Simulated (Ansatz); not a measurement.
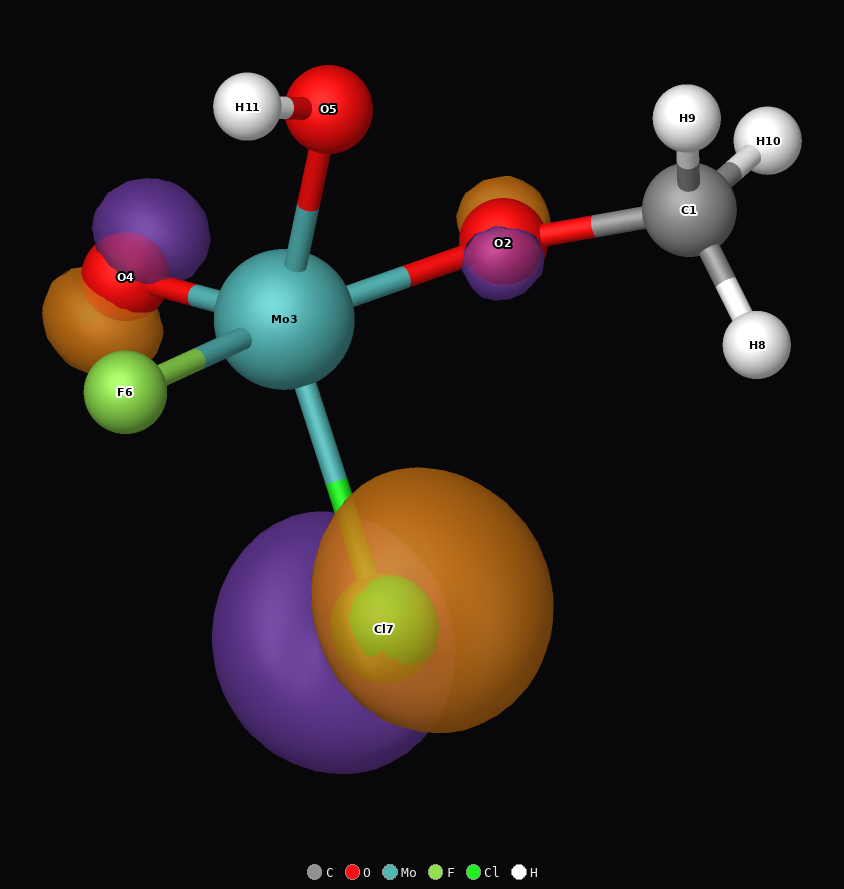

Figure 1: CH4ClFMoO3. The HOMO−1 at ±0.2 Å⁻³ᐟ² (orange and purple are the two phases), seen at a tilt.

Geometry: PBE0-D4/def2-TZVP; core potentials replace the inner electrons of Mo.

Method: RKS PBE0-D4/def2-TZVPP (Ansatz).

```xyz
11

C     0.3121   -1.8042   -0.1474
O    -0.5119   -0.8040    0.3775
Mo   -0.4250    1.0204    0.4756
O    -1.9563    1.3947    0.9726
O    -0.2415    0.9224   -1.4098
F     0.2719    2.7353    0.1847
Cl    1.0347    0.8970    2.2354
H     1.2192   -1.8852    0.4613
H     0.5865   -1.5403   -1.1742
H    -0.2285   -2.7514   -0.1343
H     0.0042    1.7583   -1.8208
```

What is the character of this orbital?

Answer. Its weight (Hirshfeld) is mainly on Cl7 (about 80 %) and O4 (about 10 %); largely a lone pair of Cl7. Its energy is −9.46 eV.
